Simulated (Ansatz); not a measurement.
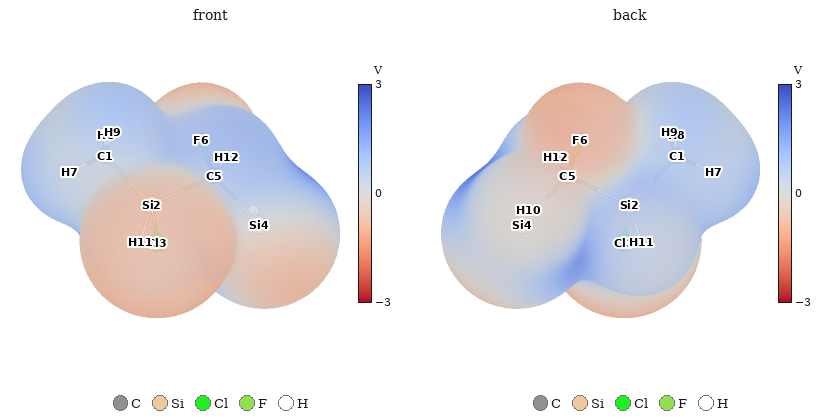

The picture shows: C₂H₆ClFSi₂. The electrostatic potential painted on the density surface at 0.001 e/bohr³, seen from the front and from behind; red is negative and blue positive.

The calculation used RKS PBE0-D4/6-31G (Ansatz).

```yaml
atoms:
  - { symbol: C, position_ang: [-0.5148, -0.9424, 1.5752] }
  - { symbol: Si, position_ang: [0.6485, -0.4084, 0.1902] }
  - { symbol: Cl, position_ang: [2.5430, 0.2781, 1.0403] }
  - { symbol: Si, position_ang: [0.7886, 1.3423, -2.4621] }
  - { symbol: C, position_ang: [-0.1437, 1.0756, -0.7840] }
  - { symbol: F, position_ang: [-1.5381, 0.6522, -0.8943] }
  - { symbol: H, position_ang: [-0.1326, -1.8297, 2.0871] }
  - { symbol: H, position_ang: [-1.4961, -1.1639, 1.1439] }
  - { symbol: H, position_ang: [-0.6285, -0.1345, 2.3041] }
  - { symbol: H, position_ang: [-0.3309, 0.6294, -3.2698] }
  - { symbol: H, position_ang: [0.9981, -1.5188, -0.7572] }
  - { symbol: H, position_ang: [-0.1166, 1.9651, -0.1393] }
```

> Which sites attract a positive test charge, and which a negative one?

A positive charge is drawn to the negative regions and a negative charge to the positive ones. The most negative region (about −1.0 V, or −23 kcal/mol for a unit charge) lies over F6, the most positive (about +2.0 V, or +46 kcal/mol for a unit charge) over Si4.
